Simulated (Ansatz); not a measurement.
# AlBFH5O2Si: from a rough start to a minimum

What shape does AlBFH5O2Si take? The plan is to relax it, check the end point by its vibrations and derive ideal-gas thermochemistry, and look at its orbitals and charge.

The runs use Ansatz 0.2.0, Gaussian basis; RKS PBE0-D4/def2-TZVP.

Plan: relaxation at PBE-D4/def2-SVP; relaxation at PBE0-D4/def2-TZVP; harmonic vibrations at the same level; a single point in def2-TZVPP for the fields.

### Step 1. Where the work starts

11 atoms, charge 0, spin multiplicity 1.

Atoms are counted from 1 here; the program's logs count them from 0.

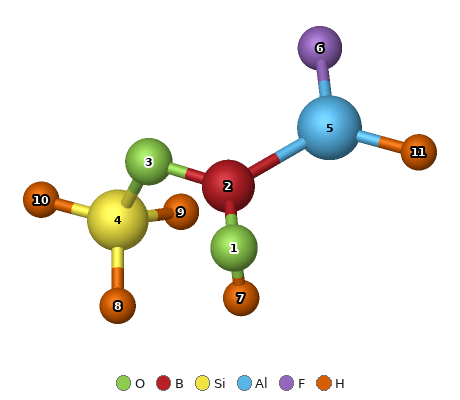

Start geometry, drawn with oxygen green, boron red, silicon yellow, aluminium blue, fluorine purple, hydrogen orange; atoms are numbered from 1 in the order of the file.

The start is a force-field geometry with small random shifts, so a cheaper pass at PBE-D4/def2-SVP comes first.

### Step 2. Geometry optimisation, PBE-D4/def2-SVP (cheap first pass)

in.yaml

```yaml
crystal:
  periodic: [false, false, false]
  atoms:
    - {symbol: O, position_ang: [-1.045300, 0.018100, -1.831400]}
    - {symbol: B, position_ang: [-0.288400, 0.522100, -0.718200]}
    - {symbol: O, position_ang: [1.121900, 0.256800, -0.703400]}
    - {symbol: Si, position_ang: [1.422300, -1.229300, 0.139200]}
    - {symbol: Al, position_ang: [-1.150000, 1.720600, 0.714600]}
    - {symbol: F, position_ang: [-0.152100, 2.375600, 2.088400]}
    - {symbol: H, position_ang: [-1.420600, -0.814100, -1.551600]}
    - {symbol: H, position_ang: [0.691600, -2.300800, -0.586000]}
    - {symbol: H, position_ang: [0.823100, -1.114900, 1.554500]}
    - {symbol: H, position_ang: [2.781600, -1.567100, 0.239300]}
    - {symbol: H, position_ang: [-2.718600, 2.076000, 0.675200]}
basis:
  gaussian: {orbitals: def2-SVP}
hamiltonian: {xc: pbe, dispersion: d4}
relax: {f_tol: 0.03, max_steps: 200}
```

Command:

```console
$ ansatz run in.yaml --threads 4 --pin off --events-out ev --progress --plain --max-ram 10444MiB
```

Log, shortened:

```text
Functional definition: PBE
  name "PBE"
  cite "Perdew, Burke & Ernzerhof, Phys. Rev. Lett. 77, 3865 (1996) doi:10.1103/PhysRevLett.77.3865"
  parent pbe
[...]
1267 factors; their error is unknown
[...]
mean field -22020.23231478 eV, -809.2286117185 hartree, gradient 2.1e-5 eV, S^2 0.000000; 0 other end points of the search recorded, 0 dependent functions left out
[...]
reference -22020.23236009 eV, -809.2286133837 hartree; 31, 31 occupied and 86, 86 virtual orbitals, 1267 factors
relax step   1: F+E_penalty+E_count = -22020.47259894 eV  Δ(F+E_penalty+E_count) = +0.000e0 eV  max|allowed force component| = 2.533e0 eV/Å  Δτ_max = 0.0000 Å  (28 SCF iters, accepted)
[...]
relax step  11: F+E_penalty+E_count = -22021.79584854 eV  Δ(F+E_penalty+E_count) = -2.467e-2 eV  max|allowed force component| = 2.803e-1 eV/Å  Δτ_max = 0.1610 Å  (28 SCF iters, accepted)
[...]
relax step  21: F+E_penalty+E_count = -22021.85989686 eV  Δ(F+E_penalty+E_count) = -4.967e-7 eV  max|allowed force component| = 1.782e-1 eV/Å  Δτ_max = 0.1610 Å  (29 SCF iters, accepted)
[...]
relax step  31: F+E_penalty+E_count = -22021.87273452 eV  Δ(F+E_penalty+E_count) = -9.447e-4 eV  max|allowed force component| = 4.008e-2 eV/Å  Δτ_max = 0.0719 Å  (29 SCF iters, accepted)
[...]
relax step  39: F+E_penalty+E_count = -22021.87450921 eV  Δ(F+E_penalty+E_count) = -7.459e-5 eV  max|allowed force component| = 3.229e-2 eV/Å  Δτ_max = 0.0079 Å  (24 SCF iters, accepted)
[...]
relax step  40: F+E_penalty+E_count = -22021.87456604 eV  Δ(F+E_penalty+E_count) = -5.683e-5 eV  max|allowed force component| = 8.215e-3 eV/Å  Δτ_max = 0.0164 Å  (31 SCF iters, accepted)
1267 factors; their error is unknown
mean field -22021.63171331 eV, -809.2800386662 hartree, gradient 1.6e-5 eV, S^2 0.000000; 1 other end points of the search recorded, 0 dependent functions left out
[...]
reference -22021.63175888 eV, -809.2800403408 hartree; 31, 31 occupied and 86, 86 virtual orbitals, 1267 factors
Total energy: -22021.87461161 eV, -809.2889650138 hartree
Atom 0 at    -1.407347    -0.065670    -2.068255 Å, force     0.000864     0.005311     0.008215 eV/Å
Atom 1 at    -0.674759     0.033176    -0.911919 Å, force    -0.000724     0.000313    -0.003428 eV/Å
Atom 2 at     0.288532    -0.924703    -0.746032 Å, force     0.001782    -0.004608     0.001980 eV/Å
Atom 3 at     1.441553    -1.288247     0.438945 Å, force     0.002510     0.000335    -0.001002 eV/Å
Atom 4 at    -0.956561     1.565908     0.591815 Å, force    -0.002397     0.003529    -0.004363 eV/Å
Atom 5 at     0.103210     1.439746     1.905577 Å, force     0.000548    -0.000716     0.001997 eV/Å
Atom 6 at    -2.078558     0.633733    -2.144447 Å, force    -0.000475    -0.002765    -0.003660 eV/Å
Atom 7 at     2.159699    -2.513083    -0.041308 Å, force    -0.002247     0.003442     0.001365 eV/Å
Atom 8 at     0.766200    -1.577136     1.748417 Å, force     0.000903     0.000203    -0.002278 eV/Å
Atom 9 at     2.414091    -0.153268     0.581122 Å, force    -0.002296    -0.002445    -0.000018 eV/Å
Atom 10 at    -1.990561     2.792543     0.666684 Å, force     0.001531    -0.002598     0.001193 eV/Å
Dipole moment:    -0.226645     0.129341    -0.151874 e Å
```

Wall time 38 s (4 threads, shared host).

Relaxation path: (not every step is listed)

```
step  energy from step 1 (eV)  largest force component (eV/Å)
   1                   0.0000                          2.5325
   2                  -0.4739                          1.4129
   3                  -0.6481                          1.7326
   4                  -0.7864                          1.9890
   5                  -1.0122                          0.9290
   6                  -1.0977                          1.8477
   7                  -1.2003                          0.4363
   8                  -1.2442                          0.3733
   9                  -1.2627                          0.4286
  11                  -1.3232                          0.2803
  13                  -1.3471                          0.3043
  15                  -1.3712                          0.1080
  17                  -1.3811                          0.0917
  19                  -1.3852                          0.0277
  21                  -1.3873                          0.1782
  23                  -1.3926                          0.0442
  25                  -1.3936                          0.1666
  27                  -1.3972                          0.0315
  29                  -1.3983                          0.0279
  31                  -1.4001                          0.0401
  33                  -1.4009                          0.0633
  35                  -1.4014                          0.0531
  36                  -1.4015                          0.0546
  37                  -1.4017                          0.0548
  38                  -1.4018                          0.0429
  39                  -1.4019                          0.0323
  40                  -1.4020                          0.0082
```

The force was under the threshold of 0.03 eV/Å already at step 19, but the program went on to step 40.

Distances of close pairs at the start and the end, largest changes first:

```
   bond  before (Å)  after (Å)  change (Å)
 Al5–F6       1.820      1.693      -0.127
 B2–Al5       2.057      2.166      +0.109
Si4–H10       1.404      1.501      +0.097
  B2–O3       1.435      1.369      -0.067
  O1–B2       1.437      1.372      -0.065
 O3–Si4       1.735      1.693      -0.042
 Si4–H9       1.541      1.501      -0.040
  O1–H7       0.955      0.972      +0.018
```

### Step 3. Geometry optimisation, PBE0-D4/def2-TZVP

in.yaml

```yaml
crystal:
  periodic: [false, false, false]
  atoms:
    - {symbol: O, position_ang: [-1.407347, -0.065670, -2.068255]}
    - {symbol: B, position_ang: [-0.674759, 0.033176, -0.911919]}
    - {symbol: O, position_ang: [0.288532, -0.924703, -0.746032]}
    - {symbol: Si, position_ang: [1.441553, -1.288247, 0.438945]}
    - {symbol: Al, position_ang: [-0.956561, 1.565908, 0.591815]}
    - {symbol: F, position_ang: [0.103210, 1.439746, 1.905577]}
    - {symbol: H, position_ang: [-2.078558, 0.633733, -2.144447]}
    - {symbol: H, position_ang: [2.159699, -2.513083, -0.041308]}
    - {symbol: H, position_ang: [0.766200, -1.577136, 1.748417]}
    - {symbol: H, position_ang: [2.414091, -0.153268, 0.581122]}
    - {symbol: H, position_ang: [-1.990561, 2.792543, 0.666684]}
basis:
  gaussian: {orbitals: def2-TZVP}
hamiltonian: {xc: pbe0, dispersion: d4}
relax: {f_tol: 0.005, max_steps: 150}
```

Launched as before.

Log, shortened:

```text
Functional definition: PBE0
  name "PBE0"
  cite "Adamo & Barone, J. Chem. Phys. 110, 6158 (1999) doi:10.1063/1.478522"
  cite "Perdew, Burke & Ernzerhof, Phys. Rev. Lett. 77, 3865 (1996) doi:10.1103/PhysRevLett.77.3865"
  parent pbe
[...]
1394 factors; their error is unknown
[...]
mean field -22037.54616015 eV, -809.8648838003 hartree, gradient 5.5e-5 eV, S^2 0.000000; 0 other end points of the search recorded, 0 dependent functions left out
[...]
reference -22037.54620033 eV, -809.8648852768 hartree; 31, 31 occupied and 197, 197 virtual orbitals, 1394 factors
relax step   1: F+E_penalty+E_count = -22037.75451395 eV  Δ(F+E_penalty+E_count) = +0.000e0 eV  max|allowed force component| = 6.586e-1 eV/Å  Δτ_max = 0.0000 Å  (28 SCF iters, accepted)
[...]
Atom 1 at    -0.642560     0.033226    -0.865236 Å, force     0.003386    -0.002227     0.001348 eV/Å
Atom 2 at     0.303313    -0.928398    -0.723579 Å, force    -0.001076     0.003380     0.003575 eV/Å
Atom 3 at     1.443903    -1.317844     0.405638 Å, force    -0.001423     0.000912    -0.000452 eV/Å
Atom 4 at    -0.955729     1.584120     0.612209 Å, force    -0.001122    -0.000564    -0.003268 eV/Å
Atom 5 at     0.028198     1.550234     1.944886 Å, force     0.000612     0.000157     0.001408 eV/Å
Atom 6 at    -2.047056     0.642545    -2.089412 Å, force     0.000934    -0.001339    -0.000166 eV/Å
Atom 7 at     2.140937    -2.526570    -0.089970 Å, force     0.000026    -0.000264    -0.000703 eV/Å
Atom 8 at     0.793314    -1.606023     1.707992 Å, force     0.000732    -0.000158    -0.000846 eV/Å
Atom 9 at     2.410326    -0.202087     0.558743 Å, force    -0.000255    -0.001113    -0.000213 eV/Å
Atom 10 at    -2.025001     2.758456     0.565866 Å, force     0.000042     0.000371     0.001009 eV/Å
Dipole moment:    -0.232401     0.142862    -0.147740 e Å
```

Run time: 35 s. Hardware: 4 threads, shared host; peak memory 0.72 GiB.

Relaxation path:

```
step  energy from step 1 (eV)  largest force component (eV/Å)
   1                   0.0000                          0.6586
   2                  -0.0459                          0.4541
   3                  -0.0623                          0.0782
   4                  -0.0630                          0.0465
   5                  -0.0640                          0.0202
   6                  -0.0641                          0.0383
   7                  -0.0643                          0.0156
   8                  -0.0643                          0.0088
   9                  -0.0643                          0.0036
```

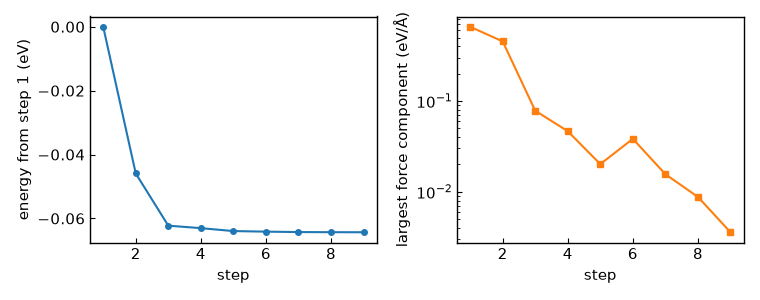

Energy and force, step by step.

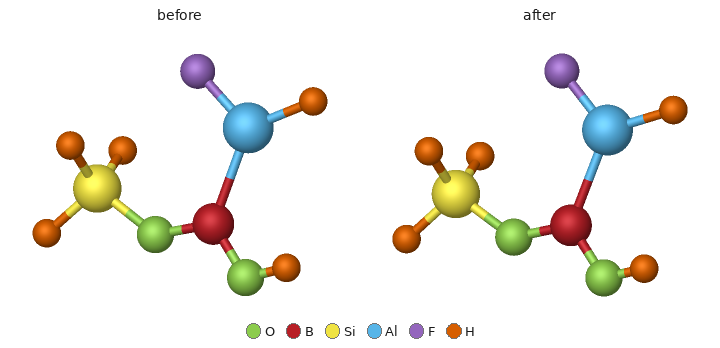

Before and after, at one scale.

Distances of close pairs at the start and the end, largest changes first:

```
   bond  before (Å)  after (Å)  change (Å)
 O3–Si4       1.693      1.652      -0.041
 Al5–F6       1.693      1.657      -0.036
 Si4–H8       1.499      1.481      -0.018
Si4–H10       1.501      1.484      -0.017
 Si4–H9       1.501      1.484      -0.017
Al5–H11       1.606      1.589      -0.017
  O1–H7       0.972      0.958      -0.014
  B2–O3       1.369      1.356      -0.012
```

Mulliken charges at the end point, from the run's report:

```
atom  value (e)
  O1      -0.36
  B2       0.15
  O3      -0.28
 Si4       0.27
 Al5       0.40
  F6      -0.35
  H7       0.33
  H8      -0.02
  H9      -0.03
 H10      -0.03
 H11      -0.09
```

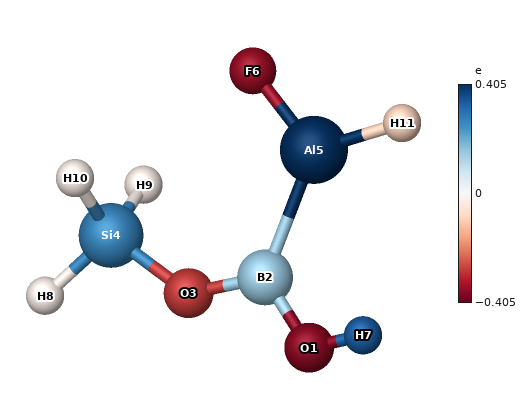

Mulliken charges at the end point, from the run's report, as colours on the atoms.

### Step 4. Harmonic vibrations

in.yaml

```yaml
crystal:
  periodic: [false, false, false]
  atoms:
    - {symbol: O, position_ang: [-1.384146, -0.044660, -2.006540]}
    - {symbol: B, position_ang: [-0.642560, 0.033226, -0.865236]}
    - {symbol: O, position_ang: [0.303313, -0.928398, -0.723579]}
    - {symbol: Si, position_ang: [1.443903, -1.317844, 0.405638]}
    - {symbol: Al, position_ang: [-0.955729, 1.584120, 0.612209]}
    - {symbol: F, position_ang: [0.028198, 1.550234, 1.944886]}
    - {symbol: H, position_ang: [-2.047056, 0.642545, -2.089412]}
    - {symbol: H, position_ang: [2.140937, -2.526570, -0.089970]}
    - {symbol: H, position_ang: [0.793314, -1.606023, 1.707992]}
    - {symbol: H, position_ang: [2.410326, -0.202087, 0.558743]}
    - {symbol: H, position_ang: [-2.025001, 2.758456, 0.565866]}
basis:
  gaussian: {orbitals: def2-TZVP}
hamiltonian: {xc: pbe0, dispersion: d4}
phonons: {temperatures: {t_min: 298.15, t_max: 900, t_step: 200}}
```

Same command.

Log, shortened:

```text
Functional definition: PBE0
  name "PBE0"
  cite "Adamo & Barone, J. Chem. Phys. 110, 6158 (1999) doi:10.1063/1.478522"
  cite "Perdew, Burke & Ernzerhof, Phys. Rev. Lett. 77, 3865 (1996) doi:10.1103/PhysRevLett.77.3865"
  parent pbe
[...]
1394 factors; their error is unknown
[...]
mean field -22037.61151324 eV, -809.8672854819 hartree, gradient 5.1e-5 eV, S^2 0.000000; 0 other end points of the search recorded, 0 dependent functions left out
[...]
reference -22037.61155351 eV, -809.8672869620 hartree; 31, 31 occupied and 197, 197 virtual orbitals, 1394 factors
[...]
1394 factors; their error is unknown
mean field -22037.61136273 eV, -809.8672799508 hartree, gradient 2.2e-6 eV, S^2 0.000000; 0 other end points of the search recorded, 0 dependent functions left out
[...]
reference -22037.61140301 eV, -809.8672814310 hartree; 31, 31 occupied and 197, 197 virtual orbitals, 1394 factors
[...]
Atom 4 at    -0.955729     1.584120     0.612209 Å, force    -0.001058    -0.000737    -0.003375 eV/Å
Atom 5 at     0.028198     1.550234     1.944886 Å, force     0.000591     0.000333     0.001582 eV/Å
Atom 6 at    -2.047056     0.642545    -2.089412 Å, force     0.000969    -0.001316    -0.000086 eV/Å
Atom 7 at     2.140937    -2.526570    -0.089970 Å, force     0.000028    -0.000261    -0.000703 eV/Å
Atom 8 at     0.793314    -1.606023     1.707992 Å, force     0.000743    -0.000161    -0.000864 eV/Å
Atom 9 at     2.410326    -0.202087     0.558743 Å, force    -0.000240    -0.001144    -0.000203 eV/Å
Atom 10 at    -2.025001     2.758456     0.565866 Å, force     0.000034     0.000375     0.001001 eV/Å
Dipole moment:    -0.232400     0.142862    -0.147739 e Å
Vibrations: 19.64 64.18 90.37 97.95 111.37 257.97 333.39 353.61 473.34 516.37 582.31 654.12 725.20 727.80 818.16 832.94 947.67 957.21 973.58 1041.70 1253.12 1393.04 1913.23 2236.83 2241.18 2257.43 3913.27 cm⁻¹, zero-point energy 1.598589 eV
```

Wall time 1.9 min (4 threads, shared host); peak memory 0.75 GiB.

Motions are named by where the mode's potential energy lies. The modes, unscaled (a negative number is an imaginary wavenumber):

```
mode  cm⁻¹                  motion
   1    20                 torsion
   2    64                    bend
   3    90                 torsion
   4    98                 torsion
   5   111                    bend
   6   258                    bend
   7   333                 torsion
   8   354  bend with Al–B stretch
   9   473  bend with Al–B stretch
  10   516                 torsion
  11   582                 torsion
  12   654                    bend
  13   725                    bend
  14   728                    bend
  15   818   Al–F and Si–O stretch
  16   833   Al–F and Si–O stretch
  17   948                    bend
  18   957                    bend
  19   974                    bend
  20  1042                    bend
  21  1253             B–O stretch
  22  1393             B–O stretch
  23  1913            Al–H stretch
  24  2237            Si–H stretch
  25  2241            Si–H stretch
  26  2257            Si–H stretch
  27  3913             O–H stretch
```

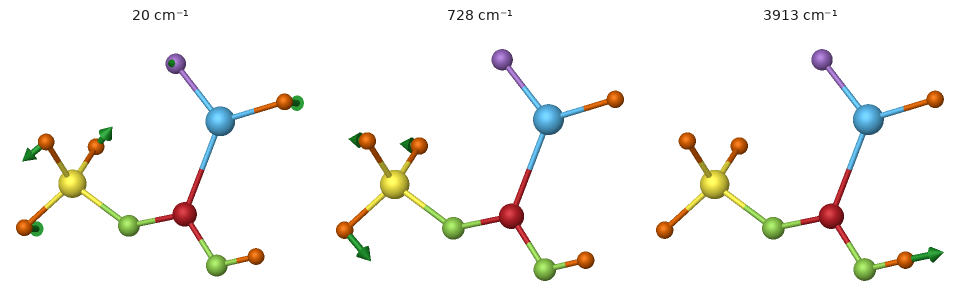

Displacements of 3 modes, as arrows.

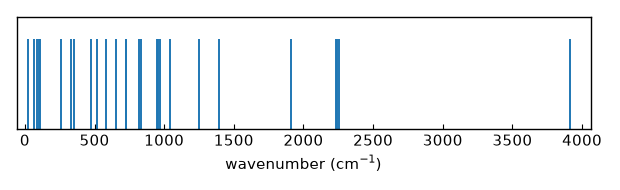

The harmonic wavenumbers as sticks (no intensities were computed).

From these modes and the moments of inertia (298.15 K, 1 bar, symmetry number 1):

```
                term            value
   zero-point energy     154.2 kJ/mol
          H(298) − E     181.0 kJ/mol
entropy, translation  168.8 J/(mol K)
   entropy, rotation  120.3 J/(mol K)
  entropy, vibration  121.5 J/(mol K)
      entropy, total  410.6 J/(mol K)
```

### Step 5. A single point for the fields

Changes to in.yaml since step 4:

```diff
@@ -15,4 +15,4 @@
 basis:
-  gaussian: {orbitals: def2-TZVP}
+  gaussian: {orbitals: def2-TZVPP}
 hamiltonian: {xc: pbe0, dispersion: d4}
-phonons: {temperatures: {t_min: 298.15, t_max: 900, t_step: 200}}
+output: {orbitals: {seedname: orbitals}}
```

The command is unchanged.

Log:

```text
Functional definition: PBE0
  name "PBE0"
  cite "Adamo & Barone, J. Chem. Phys. 110, 6158 (1999) doi:10.1063/1.478522"
  cite "Perdew, Burke & Ernzerhof, Phys. Rev. Lett. 77, 3865 (1996) doi:10.1103/PhysRevLett.77.3865"
  parent pbe
  parameter a = 0.25
  parameter kappa = 0.804
  parameter beta = 0.06672455060314922
  exchange = (1 - a)*pbe_x(kappa = kappa, mu = beta*pi^2/3) + a*exact_x
  correlation = pbe_c(beta = beta)
1513 factors; their error is unknown
mean field evaluation 1: about -22028.3339 eV, gradient 7.7e1 eV
mean field evaluation 2: about -22007.9039 eV, gradient 1.3e2 eV
mean field evaluation 4: about -22037.5908 eV, gradient 4.6e0 eV
mean field evaluation 8: about -22037.6265 eV, gradient 3.3e-1 eV
mean field evaluation 16: about -22037.6737 eV, gradient 1.5e-4 eV
mean field -22037.67365497 eV, -809.8695691486 hartree, gradient 2.3e-5 eV, S^2 0.000000; 0 other end points of the search recorded, 0 dependent functions left out
reference -22037.67369505 eV, -809.8695706213 hartree; 31, 31 occupied and 247, 247 virtual orbitals, 1513 factors
Total energy: -22037.88099630 eV, -809.8771888019 hartree
```

Wall time 2.5 s (4 threads, shared host); peak memory 0.81 GiB.

Orbitals, density, ELF and potential are computed afterwards from the orbital file.

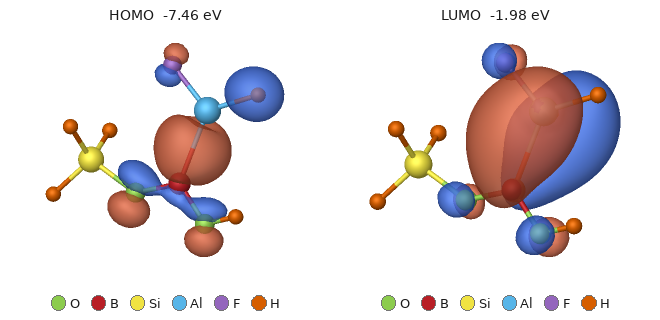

Frontier orbitals at PBE0-D4/def2-TZVPP; each surface holds 70 % of the orbital's density, blue and red mark the sign.

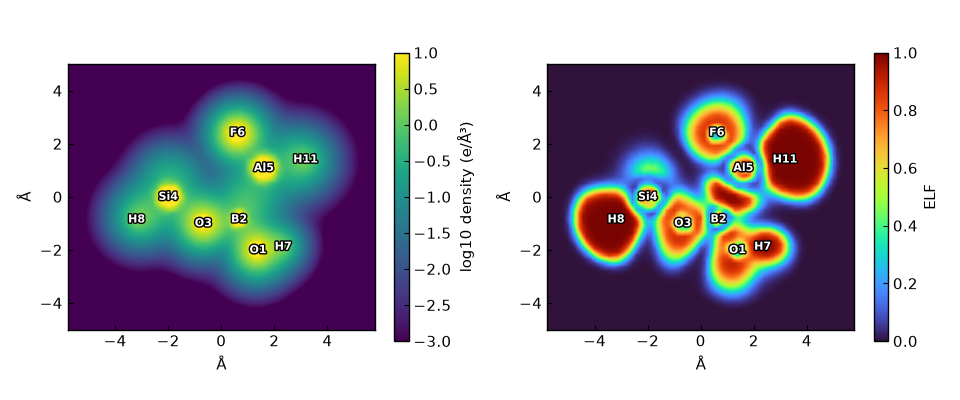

Density (left) and ELF (right) in a plane through or near 9 of the atoms.

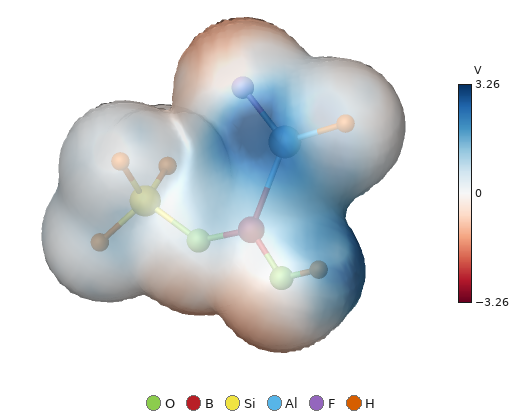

The potential that a unit positive charge feels on the 0.002 e/bohr³ surface, from the 1st to the 99th percentile, from -1.26 V near F6 to 3.26 V near Al5.

### Step 6. What came out

```
                  quantity            value
               point group               Cs
                     steps           40 + 9
shift from the start (rms)          1.043 Å
              total energy   -22037.8189 eV
           dispersion term         -207 meV
             dipole moment           1.49 D
lowest, highest wavenumber    20, 3913 cm⁻¹
         zero-point energy     154.2 kJ/mol
       entropy at 298.15 K  410.6 J/(mol K)
                HOMO, LUMO  -7.46, -1.98 eV
```

What this shows: The atoms moved 1.04 Å (rms) from the start; the bond that changed most is Al5–F6, from 1.820 to 1.657 Å. No mode is imaginary: a true minimum at this level. The stiffest mode, 3913 cm⁻¹, is an O–H stretch, and 5 modes under 200 cm⁻¹ make the vibrational entropy uncertain. Harmonic hybrid wavenumbers usually lie a few per cent above measured fundamentals. The largest Mulliken charge, +0.40 e, sits on Al5. The HOMO lies mostly on B2 30 %; Al5 19 % and the LUMO on Al5 46 %; B2 22 %.
